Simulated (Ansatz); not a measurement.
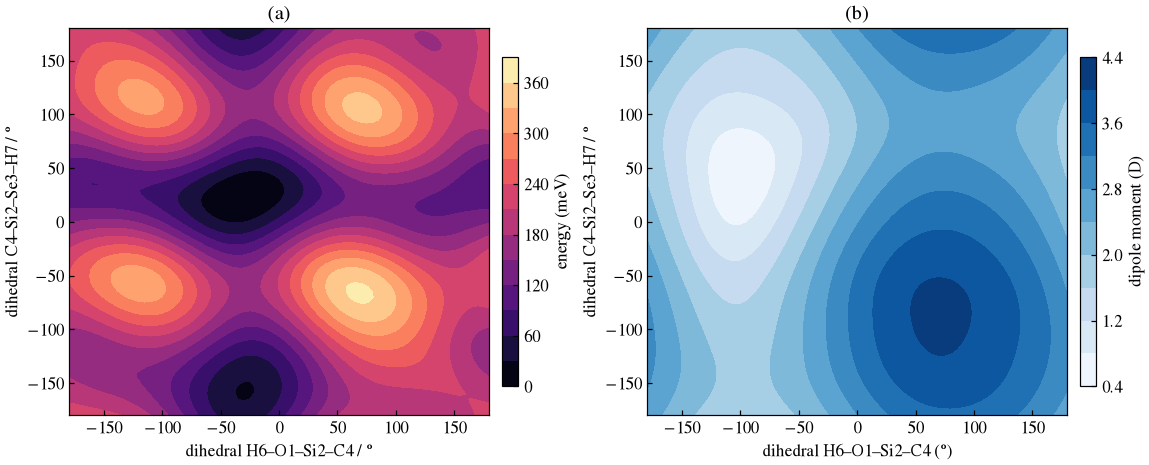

CH₄O₂SeSi, SMILES O[Si]1([SeH])CO1. First axis: dihedral H6–O1–Si2–C4. Second axis: dihedral C4–Si2–Se3–H7. Nothing is relaxed (all other coordinates rigid). The scan uses an 18 × 18 grid. Points are written as (first, second). All energies are given in meV relative to the relaxed molecule at the same level. All numbers below come from RHF/def2-SVP (Ansatz).

Panel (a) is the energy and panel (b) the computed dipole moment on the same grid.

The picture shows filled contours. Between grid points the surface is interpolated.

Question: How does the dipole moment vary over the map, and what is it at the lowest grid point?

Answer: Leaving out the highest fifth of the energies, it runs from 0.44 D at (−100°, 40°) to 4.00 D at (60°, −120°). At the lowest grid point, (−40°, 20°), it is 1.65 D.
